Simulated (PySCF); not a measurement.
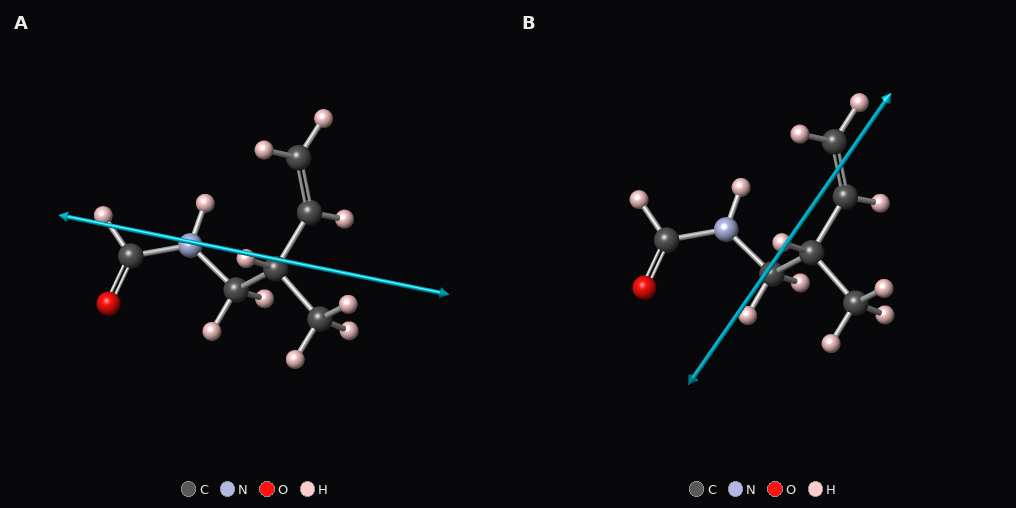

The double arrows show the directions of two transition dipoles from the ground state (lengths mean nothing). The geometry was computed by an optimisation with GFN2-xTB. No frequency run is at hand to confirm it as a minimum. Properties computed with TDDFT PBE0/def2-SVPD, vertical, gas phase, core orbitals frozen in the response (PySCF 2.14.0).

One belongs to singlet state 2 and one to singlet state 5. Which is which?

A: state 5, 7.01 eV (177 nm), oscillator strength 0.031, of mixed character, with the largest part HOMO−1 → LUMO+2 (weight 0.46).
B: state 2, 6.35 eV (195 nm), oscillator strength 0.036, of mixed character, with the largest part HOMO−1 → LUMO (weight 0.49).
